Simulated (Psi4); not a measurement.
Approach curve of the dimer HBr ··· CH4 (SMILES Br and C). Monomers: optimised at B3LYP-D3(BJ) (def2-TZVP), held rigid. Orientation: a higher rigid-body minimum at GFN2-xTB. The monomers approach along the line of their centres of mass (distance R); nothing else relaxes.

Geometry at R = 3.91 Å (first 2 atoms: monomer A):
```
7

Br     0.7124     0.0000     0.0000
H     -0.7124     0.0000     0.0000
C     -2.5716     2.1157    -0.3765
H     -2.1049     2.0715    -1.3596
H     -3.2810     2.9416    -0.3481
H     -1.8056     2.2688     0.3825
H     -3.0949     1.1808    -0.1807
```

Method: Psi4 with SAPT0/jun-cc-pVDZ, frozen core.

Components in kcal/mol:

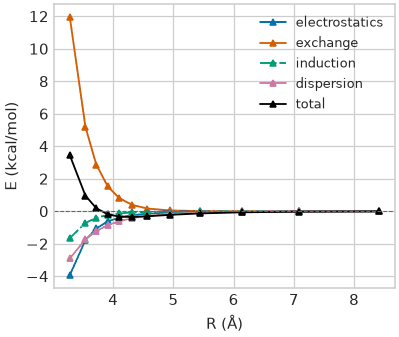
Figure. Components of the interaction energy.

```json
[
 {"R / Å": "3.28", "electrostatics": "-3.93", "exchange": "11.95", "induction": "-1.66", "dispersion": "-2.91", "total": "3.45"},
 {"R / Å": "3.54", "electrostatics": "-1.78", "exchange": "5.18", "induction": "-0.72", "dispersion": "-1.72", "total": "0.95"},
 {"R / Å": "3.72", "electrostatics": "-1.06", "exchange": "2.87", "induction": "-0.41", "dispersion": "-1.22", "total": "0.19"},
 {"R / Å": "3.91", "electrostatics": "-0.63", "exchange": "1.53", "induction": "-0.23", "dispersion": "-0.86", "total": "-0.19"},
 {"R / Å": "4.10", "electrostatics": "-0.39", "exchange": "0.81", "induction": "-0.14", "dispersion": "-0.61", "total": "-0.33"},
 {"R / Å": "4.32", "electrostatics": "-0.24", "exchange": "0.38", "induction": "-0.08", "dispersion": "-0.42", "total": "-0.35"},
 {"R / Å": "4.57", "electrostatics": "-0.15", "exchange": "0.16", "induction": "-0.04", "dispersion": "-0.28", "total": "-0.31"},
 {"R / Å": "4.94", "electrostatics": "-0.08", "exchange": "0.05", "induction": "-0.02", "dispersion": "-0.17", "total": "-0.22"},
 {"R / Å": "5.44", "electrostatics": "-0.05", "exchange": "0.01", "induction": "-0.01", "dispersion": "-0.09", "total": "-0.13"},
 {"R / Å": "6.14", "electrostatics": "-0.02", "exchange": "0.00", "induction": "0.00", "dispersion": "-0.04", "total": "-0.07"},
 {"R / Å": "7.08", "electrostatics": "-0.01", "exchange": "0.00", "induction": "0.00", "dispersion": "-0.02", "total": "-0.03"},
 {"R / Å": "8.42", "electrostatics": "0.00", "exchange": "0.00", "induction": "0.00", "dispersion": "-0.01", "total": "-0.01"}
]
```
